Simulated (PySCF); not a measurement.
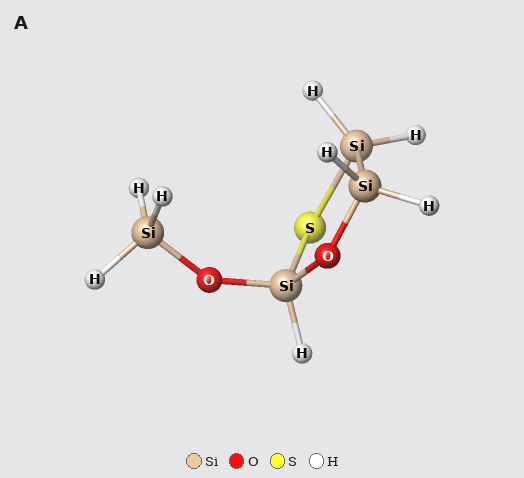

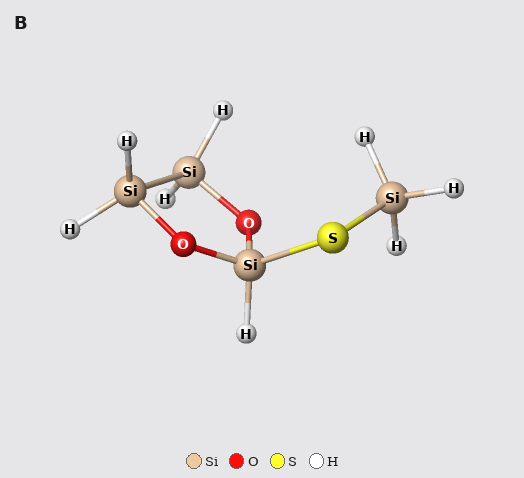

2 stationary structures of one formula. Geometries: GFN2-xTB. Electronic energies: PBE0/pcSseg-1 (PySCF 2.14.0), without zero-point energy. No frequency run is at hand to confirm each as a minimum. Each is one conformer, not always the lowest.

### Which is lowest in energy, and by how much?

A is lowest; B lies 38.6 kJ/mol above it. A is `[SiH3]O[Si@@H]1O[SiH2][SiH2]S1`, B is `[SiH3]S[SiH]1O[SiH2][SiH2]O1`.

The geometry is semi-empirical. Around Si such bond lengths and angles can be off by a tenth of an ångström or more and by several degrees, and values that hang on the shape move with them.
